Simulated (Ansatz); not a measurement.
```yaml
atoms:
  - { symbol: B, position_ang: [0.2354, -0.2832, 0.4762] }
  - { symbol: N, position_ang: [0.0431, -1.1314, 1.5587] }
  - { symbol: H, position_ang: [-0.8813, -1.4063, 1.8836] }
  - { symbol: H, position_ang: [0.8155, -1.5066, 2.1047] }
  - { symbol: F, position_ang: [1.4551, 0.0656, 0.0764] }
  - { symbol: F, position_ang: [-0.8009, 0.1958, -0.2152] }
  - { symbol: Si, position_ang: [-0.4676, 3.0074, 0.9179] }
  - { symbol: H, position_ang: [-1.9378, 2.8628, 0.6918] }
  - { symbol: H, position_ang: [-0.1967, 4.3082, 1.6082] }
  - { symbol: H, position_ang: [0.2645, 2.9693, -0.3833] }
  - { symbol: H, position_ang: [0.0120, 1.8913, 1.7980] }
```

These are results of Ansatz, RKS LDA/def2-mTZVP, not measurements.

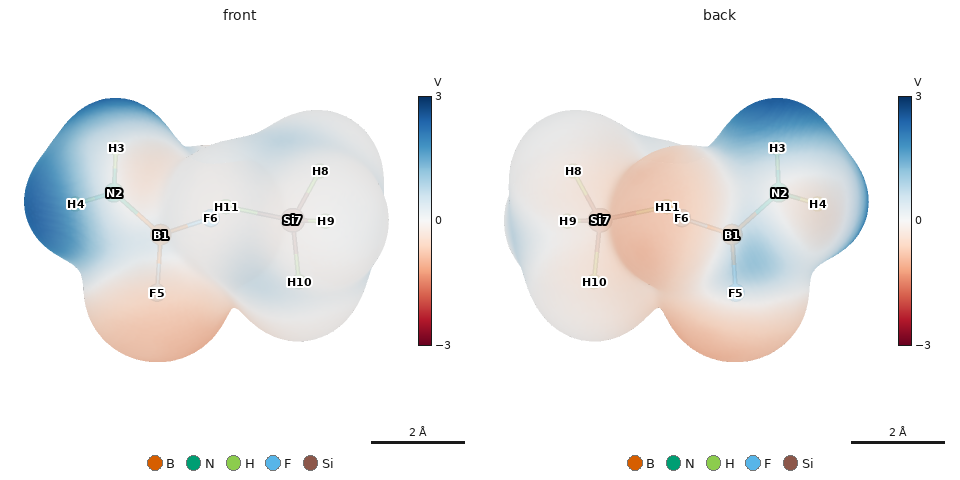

BF₂H₂N···SiH₄. The electrostatic potential painted on the density surface at 0.002 e/bohr³, seen from the front and from behind; the colour scale runs from red (negative) to blue (positive).

### Describe the electrostatic potential map.

The most negative region (about −0.9 V) lies over F5 and F6, the most positive (about +2.4 V) over H3 and H4.
